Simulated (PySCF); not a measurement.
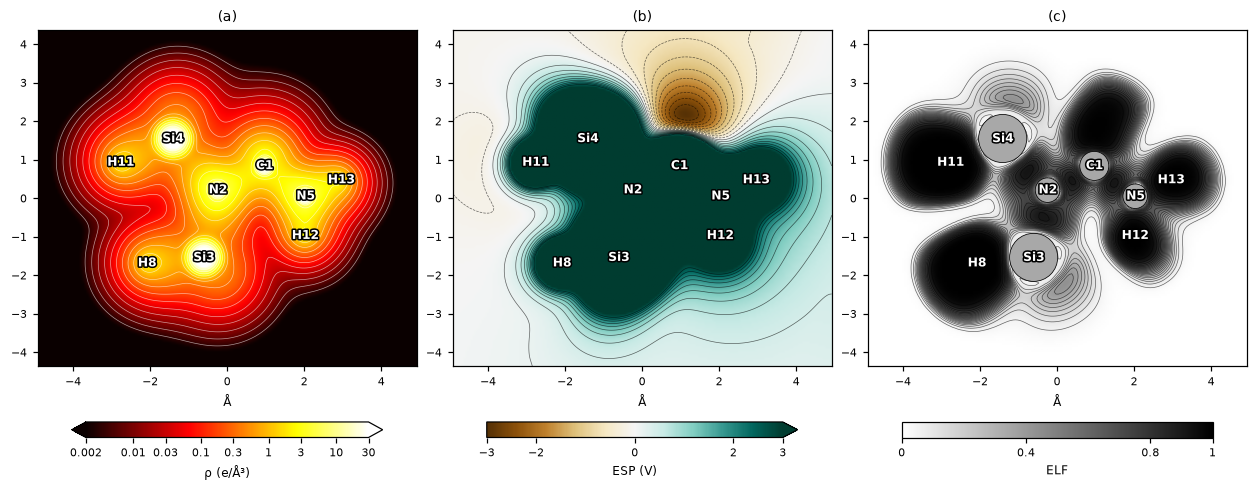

CH₈N₂Si₂ (SMILES N[C]N([SiH3])[SiH3]). (a) total electron density; (b) molecular electrostatic potential; (c) ELF on the plane of atoms N2, C1 and N5. Grey discs cover the atomic cores in the ELF map.

Geometry: PBE0-D3(BJ)/def2-SVP.

The calculation used PySCF 2.14.0, PBE0/pcSseg-2, SCF density, gas phase, non-relativistic.

```yaml
atoms:
  - { symbol: C, position_ang: [0.4305, -1.1285, 0.6615] }
  - { symbol: N, position_ang: [-0.0154, -0.1407, -0.1718] }
  - { symbol: Si, position_ang: [-0.3046, 1.5820, 0.1819] }
  - { symbol: Si, position_ang: [-0.2443, -0.9749, -1.7228] }
  - { symbol: N, position_ang: [0.6840, -0.7661, 1.9083] }
  - { symbol: H, position_ang: [-1.3314, 1.7385, 1.2583] }
  - { symbol: H, position_ang: [0.9503, 2.2427, 0.6577] }
  - { symbol: H, position_ang: [-0.7782, 2.2239, -1.0721] }
  - { symbol: H, position_ang: [1.0398, -1.5200, -2.2410] }
  - { symbol: H, position_ang: [-1.2693, -2.0488, -1.6149] }
  - { symbol: H, position_ang: [-0.7415, 0.0591, -2.6908] }
  - { symbol: H, position_ang: [0.5753, 0.1789, 2.2913] }
  - { symbol: H, position_ang: [1.0150, -1.4634, 2.5616] }
```

**Interpret the plot.**

- The plane passes through C, N, Si and H nuclei.
- C–N (1.32 Å): the density is about 2.5 e/Å³ at the midpoint; the ELF peaks at about 0.90 between the atoms, as expected for a covalent bond.
- Si–N (1.78 Å): ρ is about 1 e/Å³ halfway; the ELF peaks at about 0.90 between the atoms: a shared but strongly polarised pair.
- N–H (1.01 Å): ρ at the midpoint is about 3 e/Å³; the ELF climbs to about 1 towards the hydrogen, as it does in any bond to H: an ordinary covalent bond to hydrogen.
- C–N (1.37 Å): ρ is about 2.3 e/Å³ halfway; the ELF peaks at about 0.90 between the atoms (localised, covalent bonding).
- Si–H (1.49 Å): ρ at the midpoint is about 0.83 e/Å³; the ELF climbs to about 1 towards the hydrogen.
- The ELF also peaks beside C1, away from the bonds: lone-pair regions.
- Outside the dense part of the molecule the potential is most negative (−3.0 V) near C1.
